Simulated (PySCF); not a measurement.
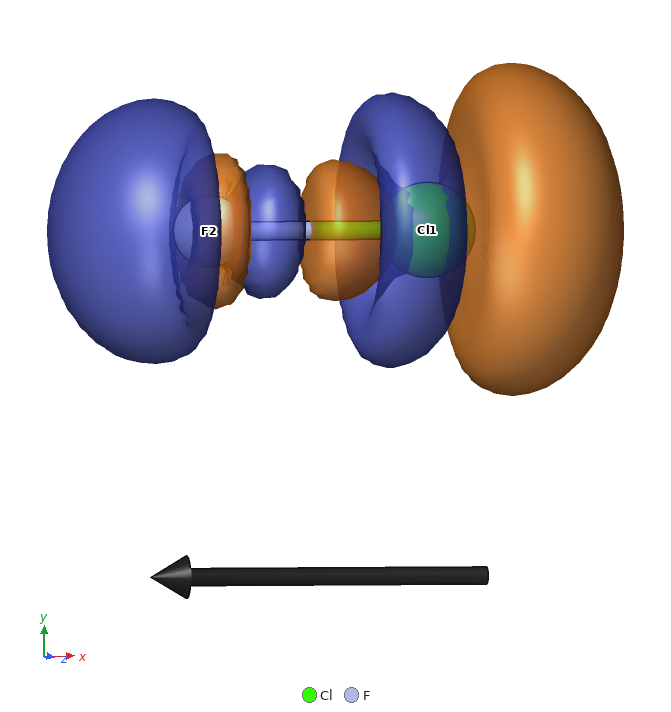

ClF, SMILES `ClF`. Change of the electron density in a uniform field of 0.10 V/Å along −x (arrow), surfaces at ±0.0006 e/Å³ (orange: gain, blue: loss).

Computed with PySCF, TPSSh/def2-SVPD, geometry: GFN2-xTB. No frequency check shows the geometry to be a minimum. GFN2-xTB bond lengths at metals and heavier atoms can be off by up to 0.1 Å and shapes distorted, which carries into these values.

Input

```python
import numpy as np
from pyscf import gto, scf, dft
from pyscf.scf import atom_ks, atom_hf
from scipy.linalg import block_diag

def solve(mol, dm0=None, hcore=None):
    mf = (dft.UKS if mol.spin else dft.RKS)(mol, xc='tpssh')
    mf.grids.level = 3
    mf = mf.density_fit(auxbasis='def2-universal-jkfit')
    mf.conv_tol, mf.max_cycle = 1e-8, 80
    if hcore is not None:
        mf.get_hcore = lambda *args: hcore
    mf.kernel(dm0)
    if not mf.converged:
        mf = mf.newton().run(mf.mo_coeff, mf.mo_occ, max_cycle=30)
    assert mf.converged, 'SCF not converged'
    return mf

mol = gto.M(atom='''
Cl     0.58209     0.00000     0.00000
F     -1.09950     0.00000     0.00000
''', basis='def2-svpd', charge=0, spin=0, verbose=4)
field = np.array([0.002, 0.0, 0.0])  # atomic units
mol.set_common_orig(mol.atom_charges() @ mol.atom_coords() / mol.atom_charges().sum())
mf = solve(mol)
out = dict(dm0=mf.make_rdm1(), d0=mf.dip_moment(unit='AU'), e0=mf.e_tot)
for name, sign in (('p', 1), ('m', -1)):
    h = mf.get_hcore() + sign * np.einsum('x,xij->ij', field, mol.intor('int1e_r'))
    mi = solve(mol, mf.make_rdm1(), h)
    out.update({'dm' + name: mi.make_rdm1(), 'd' + name: mi.dip_moment(unit='AU'), 'e' + name: mi.e_tot})
# spherically averaged free atoms, for the promolecule
atm = atom_ks.get_atm_nrks(mol, xc='tpssh')
pro = block_diag(*[(atm[a[0]][2] * atm[a[0]][3]) @ atm[a[0]][2].T for a in mol._atom])
np.savez('result.npz', pro=pro, **out)
```

Command:

```sh
OMP_NUM_THREADS=1 python input.py
```

The run took 9.7 s on 1 thread of Arm Neoverse N1, on a shared host, peak memory 0.19 GiB.

Partitions, critical points and surface values were worked out afterwards from this run's density.

The field was applied in both directions; the picture shows the one opposite to the script's first.

What dipole is induced, and what polarisability does it imply?

Answer. The induced dipole is 0.12 D (along the field); α along this axis, from the fields in both directions, is 23 bohr³ (3.5 Å³).
